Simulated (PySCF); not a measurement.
## GeH$_{5}$O$_{2}$F: geometry relaxation (part 2 of 2)

GeH$_{5}$O$_{2}$F; RKS PBE0-D4/def2-TZVP, density fitting (PySCF 2.14.0). The geometry is a transition state displaced along its imaginary mode. The reaction was set up to form Ge1–O7 and F2–H6 and to break Ge1–F2 and H6–O7 (atoms counted from 1 in the order of the input); sticks are drawn by distance alone.

Geometry of the input (Å):
```
Ge -0.9211  -0.4457  0.1072
F  1.0516  -1.0476  1.2009
H  -0.6814  -1.8362  -0.5232
H  -1.5144  -0.5230  1.5270
H  -1.7753  0.4096  -0.8068
H  1.1316  -0.2519  0.7923
O  0.5524  0.7738  0.1236
O  1.0651  0.9793  -1.1871
H  1.0912  1.9416  -1.2338
```

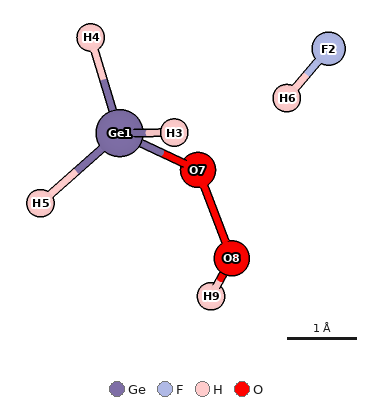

**Figure 1.** The geometry at step 20 of the log (ball-and-stick view, seen at a tilt; atoms are numbered from 1 in the order of the input).

Trajectory as extended XYZ, continued
```
9
Properties=species:S:1:pos:R:3:forces:R:3 step=11 energy=-63397.41033
Ge   -1.0701   -0.2612   -0.0990    0.0667   0.0686   0.0235
F     1.4406   -1.2170    1.6818    0.0215   0.2521  -0.1160
H    -0.7034   -1.6036   -0.7262   -0.0262  -0.0265  -0.0228
H    -1.6187   -0.3572    1.3254   -0.0004  -0.0087  -0.0032
H    -1.9350    0.6110   -1.0183    0.0179  -0.0007   0.0011
H     1.3439   -0.4408    1.1485    0.0093  -0.2138   0.0661
O     0.5019    0.6635    0.1432   -0.1676  -0.0410   0.0821
O     1.0533    0.8150   -1.1693    0.0662  -0.2364  -0.0435
H     0.9887    1.7670   -1.2904    0.0127   0.2064   0.0112
9
Properties=species:S:1:pos:R:3:forces:R:3 step=12 energy=-63397.41471
Ge   -1.0770   -0.2609   -0.1090   -0.0139  -0.0051  -0.0186
F     1.4404   -1.1992    1.6970    0.0187   0.2893  -0.1717
H    -0.7089   -1.6061   -0.7376   -0.0207   0.0244   0.0050
H    -1.6361   -0.3620    1.3119    0.0101  -0.0008  -0.0187
H    -1.9381    0.6087   -1.0345    0.0110  -0.0039   0.0017
H     1.3382   -0.4331    1.1485   -0.0075  -0.2388   0.1329
O     0.4833    0.6707    0.1465    0.0086  -0.0315  -0.0009
O     1.0707    0.8013   -1.1576   -0.0251  -0.1135   0.0510
H     1.0285    1.7564   -1.2828    0.0190   0.0803   0.0180
9
Properties=species:S:1:pos:R:3:forces:R:3 step=13 energy=-63397.41985
Ge   -1.0990   -0.2369   -0.1496   -0.0165   0.0956   0.0108
F     1.4305   -1.2372    1.6976    0.0656  -0.0362   0.0406
H    -0.7737   -1.5731   -0.8150    0.0339  -0.0035  -0.0067
H    -1.6798   -0.3698    1.2614    0.0059   0.0101  -0.0443
H    -1.9207    0.6842   -1.0656    0.0361  -0.0248   0.0411
H     1.3188   -0.4793    1.1526   -0.0658   0.0679  -0.0484
O     0.4779    0.6484    0.1751    0.0238  -0.0695  -0.1264
O     1.1229    0.7895   -1.1042   -0.0970   0.1877   0.0831
H     1.1272    1.7550   -1.2013    0.0148  -0.2269   0.0505
9
Properties=species:S:1:pos:R:3:forces:R:3 step=14 energy=-63397.42313
Ge   -1.1073   -0.2299   -0.1708   -0.0294   0.0047  -0.0050
F     1.4611   -1.2433    1.7033    0.0037   0.1790  -0.1366
H    -0.7751   -1.5523   -0.8656    0.0243   0.0343   0.0182
H    -1.7016   -0.3966    1.2285   -0.0260   0.0043  -0.0088
H    -1.9072    0.7155   -1.0761   -0.0010  -0.0017   0.0211
H     1.3059   -0.4917    1.1501   -0.0078  -0.1282   0.1268
O     0.4649    0.6399    0.1961    0.0396  -0.0995  -0.0684
O     1.1156    0.7870   -1.0776   -0.0065   0.4061   0.0142
H     1.1580    1.7574   -1.1494    0.0033  -0.3990   0.0397
9
Properties=species:S:1:pos:R:3:forces:R:3 step=15 energy=-63397.42762
Ge   -1.1212   -0.2195   -0.1953    0.0816  -0.0226  -0.0438
F     1.4686   -1.2480    1.7310   -0.0290   0.2190  -0.1535
H    -0.7771   -1.5302   -0.9052   -0.0198   0.0166   0.0091
H    -1.7451   -0.4022    1.1871   -0.0121   0.0004   0.0259
H    -1.8954    0.7507   -1.0916   -0.0220   0.0238  -0.0199
H     1.2869   -0.5010    1.1776    0.0254  -0.1710   0.1282
O     0.4638    0.6146    0.2025    0.0242  -0.0613  -0.0147
O     1.1459    0.7776   -1.0525   -0.0725   0.1966   0.0672
H     1.1947    1.7448   -1.1028    0.0237  -0.2017   0.0026
9
Properties=species:S:1:pos:R:3:forces:R:3 step=16 energy=-63397.43081
Ge   -1.1295   -0.2074   -0.2130    0.0106   0.0028   0.0256
F     1.4973   -1.2728    1.7215    0.0196   0.0178  -0.0039
H    -0.7983   -1.4983   -0.9652   -0.0226   0.0287   0.0078
H    -1.7754   -0.4314    1.1582    0.0207   0.0082  -0.0416
H    -1.8788    0.8140   -1.0794    0.0116  -0.0285   0.0119
H     1.2913   -0.5295    1.1793   -0.0162   0.0016  -0.0018
O     0.4646    0.5860    0.2284   -0.1077  -0.0811   0.1091
O     1.1445    0.7801   -1.0157    0.0377   0.0393  -0.0826
H     1.2039    1.7435   -1.0372    0.0459   0.0116  -0.0242
9
Properties=species:S:1:pos:R:3:forces:R:3 step=17 energy=-63397.43355
Ge   -1.1480   -0.2010   -0.2455    0.0145   0.0796   0.0132
F     1.5189   -1.2720    1.7418   -0.0005   0.0536  -0.0303
H    -0.8330   -1.4833   -1.0109    0.0069  -0.0313  -0.0328
H    -1.8175   -0.4356    1.1093    0.0010  -0.0017   0.0066
H    -1.8677    0.8470   -1.1046    0.0149  -0.0267   0.0075
H     1.2763   -0.5407    1.1963    0.0010  -0.0434   0.0271
O     0.4482    0.5570    0.2437   -0.0175   0.0136   0.0007
O     1.1674    0.7757   -0.9778    0.0057   0.1488  -0.0378
H     1.2700    1.7399   -0.9664   -0.0256  -0.1917   0.0457
9
Properties=species:S:1:pos:R:3:forces:R:3 step=18 energy=-63397.43465
Ge   -1.1534   -0.2013   -0.2565   -0.0232  -0.0426  -0.0051
F     1.5437   -1.2513    1.7534   -0.0149   0.0949  -0.0636
H    -0.8298   -1.4731   -1.0374    0.0048  -0.0277  -0.0132
H    -1.8311   -0.4509    1.0895   -0.0149  -0.0127   0.0332
H    -1.8682    0.8464   -1.1098   -0.0327   0.0503  -0.0419
H     1.2791   -0.5289    1.2045    0.0069  -0.0880   0.0645
O     0.4322    0.5523    0.2517    0.0891   0.0496   0.0180
O     1.1626    0.7729   -0.9636   -0.0088   0.0276  -0.0258
H     1.2778    1.7325   -0.9396   -0.0060  -0.0506   0.0336
9
Properties=species:S:1:pos:R:3:forces:R:3 step=19 energy=-63397.43521
Ge   -1.1629   -0.1875   -0.2783    0.0130  -0.0705  -0.0168
F     1.5579   -1.2562    1.7658   -0.0264   0.0999  -0.0630
H    -0.8427   -1.4445   -1.0980   -0.0155   0.0768   0.0620
H    -1.8590   -0.4741    1.0572    0.0235   0.0147  -0.0529
H    -1.8573    0.8938   -1.1161    0.0071  -0.0114   0.0243
H     1.2700   -0.5395    1.2205    0.0212  -0.1019   0.0650
O     0.4288    0.5369    0.2689    0.0006  -0.0109  -0.0639
O     1.1748    0.7624   -0.9385   -0.0298   0.0830   0.0446
H     1.3073    1.7196   -0.8918    0.0069  -0.0797   0.0011
9
Properties=species:S:1:pos:R:3:forces:R:3 step=20 energy=-63397.43586
Ge   -1.1677   -0.1778   -0.2785    0.0274   0.0441  -0.0348
F     1.5599   -1.2514    1.7754    0.0317  -0.0382   0.0432
H    -0.8643   -1.4410   -1.0824    0.0036  -0.0151  -0.0146
H    -1.8660   -0.4455    1.0531   -0.0218  -0.0013   0.0398
H    -1.8485    0.9095   -1.1212    0.0181  -0.0273   0.0263
H     1.2734   -0.5439    1.2236   -0.0342   0.0261  -0.0344
O     0.4347    0.5263    0.2631   -0.0400  -0.0153  -0.0179
O     1.1786    0.7438   -0.9447   -0.0055   0.0775   0.0106
H     1.3223    1.6986   -0.8949    0.0213  -0.0507  -0.0178
9
Properties=species:S:1:pos:R:3:forces:R:3 step=21 energy=-63397.43625
Ge   -1.1703   -0.1834   -0.2897   -0.0357   0.0158   0.0220
F     1.5765   -1.2384    1.7857   -0.0193   0.0731  -0.0431
H    -0.8615   -1.4408   -1.0973    0.0105  -0.0402  -0.0323
H    -1.8779   -0.4587    1.0379    0.0021  -0.0009   0.0098
H    -1.8498    0.9063   -1.1247   -0.0042   0.0072  -0.0124
H     1.2710   -0.5369    1.2315    0.0115  -0.0788   0.0445
O     0.4235    0.5206    0.2653    0.0471   0.0329   0.0046
O     1.1791    0.7479   -0.9336    0.0022   0.0910  -0.0054
H     1.3375    1.7007   -0.8726   -0.0139  -0.1007   0.0127
9
Properties=species:S:1:pos:R:3:forces:R:3 step=22 energy=-63397.43656
Ge   -1.1710   -0.1821   -0.2921   -0.0046  -0.0169   0.0010
F     1.5780   -1.2406    1.7881   -0.0026   0.0308  -0.0106
H    -0.8632   -1.4370   -1.1102    0.0003   0.0055   0.0043
H    -1.8779   -0.4629    1.0351    0.0017  -0.0039   0.0025
H    -1.8489    0.9123   -1.1223   -0.0030   0.0076  -0.0088
H     1.2703   -0.5414    1.2342   -0.0027  -0.0384   0.0141
O     0.4241    0.5173    0.2686    0.0277   0.0257  -0.0168
O     1.1824    0.7478   -0.9284   -0.0206  -0.0172  -0.0062
H     1.3401    1.6984   -0.8649    0.0042   0.0060   0.0210
9
Properties=species:S:1:pos:R:3:forces:R:3 step=23 energy=-63397.43674
Ge   -1.1750   -0.1778   -0.2954    0.0097  -0.0236  -0.0178
F     1.5879   -1.2420    1.7924    0.0007   0.0138   0.0005
H    -0.8732   -1.4290   -1.1243   -0.0054   0.0276   0.0211
H    -1.8825   -0.4657    1.0299   -0.0038  -0.0024   0.0021
H    -1.8452    0.9272   -1.1197    0.0023  -0.0052   0.0061
H     1.2704   -0.5497    1.2361   -0.0039  -0.0214   0.0036
O     0.4248    0.5080    0.2710   -0.0223  -0.0087   0.0087
O     1.1815    0.7401   -0.9251    0.0188   0.0847  -0.0150
H     1.3525    1.6889   -0.8484    0.0040  -0.0659  -0.0088
9
Properties=species:S:1:pos:R:3:forces:R:3 step=24 energy=-63397.43696
Ge   -1.1769   -0.1781   -0.2999    0.0033  -0.0053   0.0098
F     1.5914   -1.2379    1.8031   -0.0021   0.0110  -0.0004
H    -0.8756   -1.4284   -1.1268    0.0002  -0.0005   0.0005
H    -1.8902   -0.4666    1.0231    0.0048   0.0044  -0.0097
H    -1.8409    0.9288   -1.1260   -0.0013  -0.0015   0.0050
H     1.2676   -0.5525    1.2420   -0.0007  -0.0152   0.0030
O     0.4232    0.5024    0.2718   -0.0165  -0.0078   0.0053
O     1.1848    0.7346   -0.9217    0.0019   0.0356  -0.0077
H     1.3629    1.6806   -0.8396    0.0104  -0.0219  -0.0053
9
Properties=species:S:1:pos:R:3:forces:R:3 step=25 energy=-63397.43714
Ge   -1.1798   -0.1839   -0.3050   -0.0107  -0.0044  -0.0044
F     1.5988   -1.2307    1.8156   -0.0005  -0.0034   0.0077
H    -0.8796   -1.4323   -1.1347   -0.0008  -0.0058  -0.0044
H    -1.8924   -0.4730    1.0171   -0.0035  -0.0059   0.0063
H    -1.8434    0.9262   -1.1254   -0.0080   0.0054  -0.0099
H     1.2647   -0.5563    1.2482   -0.0017   0.0048  -0.0083
O     0.4183    0.4929    0.2702    0.0337   0.0107   0.0132
O     1.1860    0.7302   -0.9189   -0.0087   0.0182  -0.0032
H     1.3789    1.6722   -0.8241    0.0003  -0.0210   0.0033
9
Properties=species:S:1:pos:R:3:forces:R:3 step=26 energy=-63397.43721
Ge   -1.1816   -0.1842   -0.3072   -0.0041  -0.0007   0.0040
F     1.6029   -1.2317    1.8215   -0.0114   0.0098  -0.0075
H    -0.8842   -1.4306   -1.1410    0.0013  -0.0032  -0.0037
H    -1.8957   -0.4777    1.0134   -0.0016  -0.0025   0.0018
H    -1.8428    0.9299   -1.1249   -0.0026   0.0021  -0.0035
H     1.2629   -0.5628    1.2502    0.0108  -0.0054   0.0065
O     0.4185    0.4865    0.2723    0.0060  -0.0024   0.0091
O     1.1860    0.7256   -0.9163   -0.0007   0.0158  -0.0078
H     1.3861    1.6653   -0.8155    0.0021  -0.0147   0.0016
9
Properties=species:S:1:pos:R:3:forces:R:3 step=27 energy=-63397.43723
Ge   -1.1819   -0.1885   -0.3072   -0.0100  -0.0167   0.0129
F     1.6014   -1.2294    1.8286    0.0085  -0.0306   0.0257
H    -0.8817   -1.4329   -1.1439   -0.0008   0.0019   0.0016
H    -1.8974   -0.4874    1.0128    0.0102   0.0045  -0.0141
H    -1.8447    0.9252   -1.1237   -0.0043   0.0065  -0.0028
H     1.2615   -0.5647    1.2542   -0.0071   0.0345  -0.0258
O     0.4178    0.4830    0.2726   -0.0053  -0.0069   0.0131
O     1.1837    0.7210   -0.9171    0.0055   0.0154  -0.0088
H     1.3903    1.6588   -0.8131    0.0032  -0.0099  -0.0015
9
Properties=species:S:1:pos:R:3:forces:R:3 step=28 energy=-63397.43728
Ge   -1.1831   -0.1917   -0.3077   -0.0058  -0.0019  -0.0029
F     1.6026   -1.2288    1.8316   -0.0001  -0.0149   0.0117
H    -0.8830   -1.4348   -1.1466   -0.0009   0.0033   0.0018
H    -1.8964   -0.4923    1.0121    0.0015   0.0004  -0.0025
H    -1.8467    0.9240   -1.1221    0.0005  -0.0041   0.0029
H     1.2607   -0.5659    1.2556    0.0013   0.0194  -0.0125
O     0.4165    0.4795    0.2729    0.0011  -0.0055   0.0038
O     1.1830    0.7192   -0.9164   -0.0012   0.0038  -0.0026
H     1.3921    1.6559   -0.8096    0.0034  -0.0018   0.0008
9
Properties=species:S:1:pos:R:3:forces:R:3 step=29 energy=-63397.43731
Ge   -1.1838   -0.1973   -0.3079    0.0018  -0.0015  -0.0047
F     1.6027   -1.2268    1.8351   -0.0046  -0.0037   0.0023
H    -0.8818   -1.4391   -1.1477   -0.0002   0.0015   0.0005
H    -1.8950   -0.4998    1.0119   -0.0039  -0.0025   0.0058
H    -1.8506    0.9172   -1.1207   -0.0003   0.0003  -0.0002
H     1.2604   -0.5653    1.2572    0.0051   0.0075  -0.0033
O     0.4147    0.4764    0.2731    0.0054  -0.0012  -0.0052
O     1.1810    0.7183   -0.9163   -0.0037   0.0037   0.0031
H     1.3927    1.6542   -0.8065    0.0003  -0.0054   0.0021
```
